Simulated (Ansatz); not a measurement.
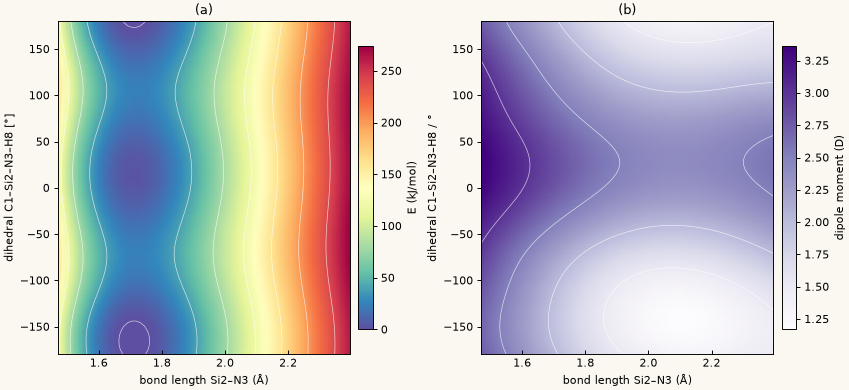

CH5FNSi, SMILES [CH2][SiH](N)F, spin multiplicity 2. 
- First axis: bond length Si2–N3. Second axis: dihedral C1–Si2–N3–H8.
- Nothing is relaxed (all other coordinates rigid).
- The grid has 11 × 10 points.
- Points are written as (first, second).
- All energies are given in kJ/mol relative to the lowest grid point.
- All numbers below come from Ansatz, UKS PBE0-D4/def2-SVP.

Panel (a) is the energy and panel (b) the computed dipole moment on the same grid.

The picture shows a smooth colour map with a few white contour lines. Between grid points the surface is interpolated.

Question: How does the dipole moment vary over the map, and what is it at the lowest grid point?

Answer: Leaving out the highest fifth of the energies, it runs from 1.17 D at (2.118 Å, −144°) to 3.36 D at (1.471 Å, 36°). At the lowest grid point, (1.748 Å, −180°), it is 1.90 D.

| dihedral C1–Si2–N3–H8 ↓, bond length Si2–N3 → | 1.471 | 1.563 | 1.656 | 1.748 | 1.841 | 1.933 | 2.025 | 2.118 | 2.210 | 2.302 | 2.395 |
| --- | --- | --- | --- | --- | --- | --- | --- | --- | --- | --- | --- |
| 144 | 2.96 | 2.67 | 2.39 | 2.14 | 1.92 | 1.76 | 1.66 | 1.62 | 1.64 | 1.68 | 1.72 |
| 108 | 3.13 | 2.85 | 2.59 | 2.37 | 2.19 | 2.06 | 1.98 | 1.96 | 1.98 | 2.02 | 2.06 |
| 72 | 3.25 | 3.00 | 2.78 | 2.58 | 2.43 | 2.32 | 2.26 | 2.25 | 2.28 | 2.34 | 2.40 |
| 36 | 3.36 | 3.13 | 2.92 | 2.73 | 2.58 | 2.47 | 2.41 | 2.40 | 2.43 | 2.50 | 2.58 |
| 0 | 3.33 | 3.10 | 2.88 | 2.68 | 2.52 | 2.41 | 2.34 | 2.33 | 2.36 | 2.44 | 2.54 |
| −36 | 3.14 | 2.88 | 2.64 | 2.42 | 2.25 | 2.12 | 2.06 | 2.05 | 2.10 | 2.19 | 2.32 |
| −72 | 2.93 | 2.63 | 2.35 | 2.10 | 1.89 | 1.74 | 1.66 | 1.66 | 1.73 | 1.84 | 1.99 |
| −108 | 2.79 | 2.47 | 2.16 | 1.87 | 1.62 | 1.44 | 1.33 | 1.31 | 1.38 | 1.50 | 1.65 |
| −144 | 2.69 | 2.39 | 2.09 | 1.80 | 1.54 | 1.34 | 1.21 | 1.17 | 1.22 | 1.33 | 1.46 |
| −180 | 2.75 | 2.46 | 2.17 | 1.90 | 1.66 | 1.48 | 1.36 | 1.31 | 1.34 | 1.42 | 1.50 |
